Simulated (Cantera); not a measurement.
Charge: 1 mol SiHCl₃, 51 mol N₂, equilibrated at 1.20 bar.

Cantera equilibrium calculation (NASA polynomials, part measured and part estimated; ideal gas, pure solids and liquids). Candidate condensed phases: NH₄Cl, Si, Si₃N₄; 28 gas species. N₂ is the only nitrogen source here; it is nearly inert below about 1500 K, so the nitride shown seldom forms there in practice. The tables' values for SiCl₃ are old estimates; treat these amounts as uncertain. Equilibrium is a limit: real reactors are often held back by kinetics, nucleation or transport.

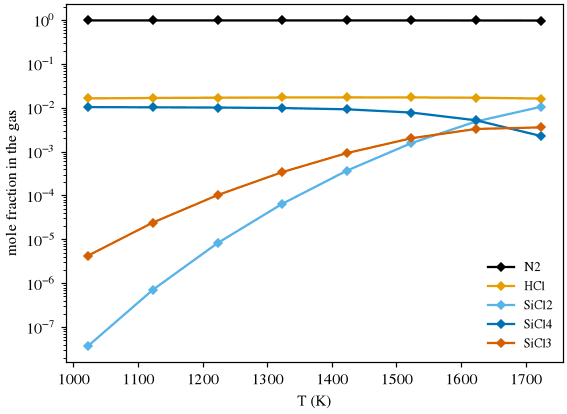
Figure. Equilibrium gas composition (values under 1e-9 drawn at 1e-9)

From 1023 K to 1723 K the condensed part is Si₃N₄(s). The main Si-bearing gas is SiCl₄ at 1023 K and SiCl₂ at 1723 K. The share of Si in condensed phases is highest at 1223 K (46.8 %) and lowest at 1723 K (14.1 %).
